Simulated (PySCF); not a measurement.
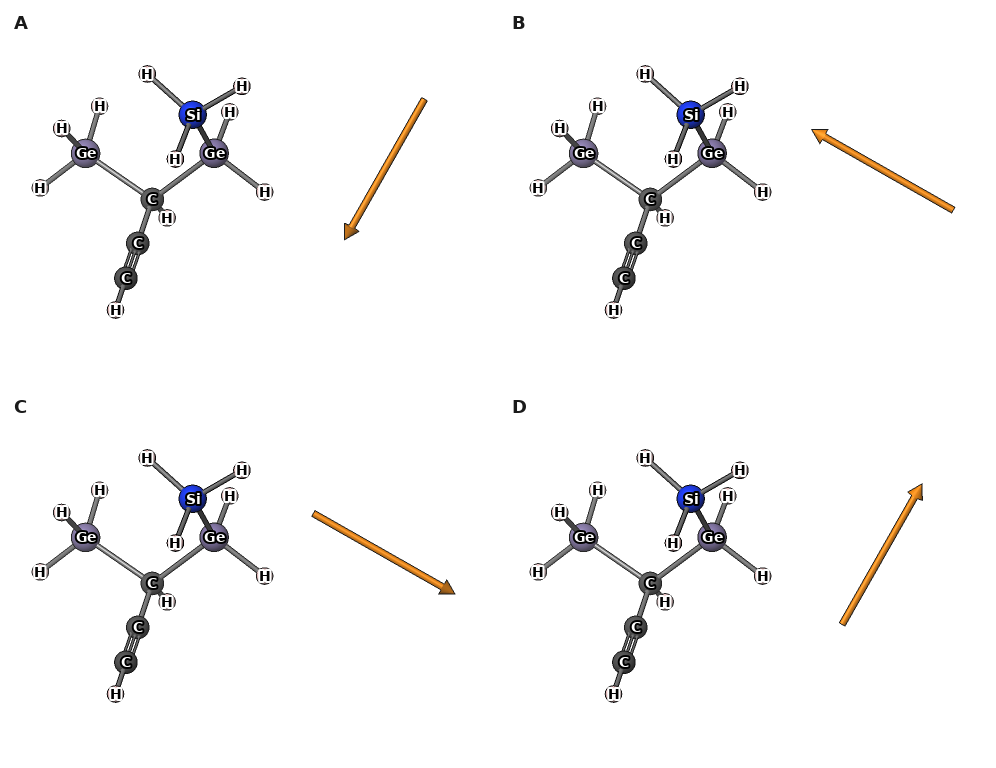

The same molecule four times, each with an arrow. The computed structure is the end point of a GFN2-xTB optimisation. No frequency run is at hand to confirm it as a minimum. Method: CAM-B3LYP/def2-SVPD, gas phase (PySCF 2.14.0).

Which arrow points along the dipole moment, from the negative to the positive end?

Answer. D. The dipole moment is 0.50 D.

The geometry is semi-empirical. Around Ge, Si such bond lengths and angles can be off by a tenth of an ångström or more and by several degrees, and values that hang on the shape move with them.
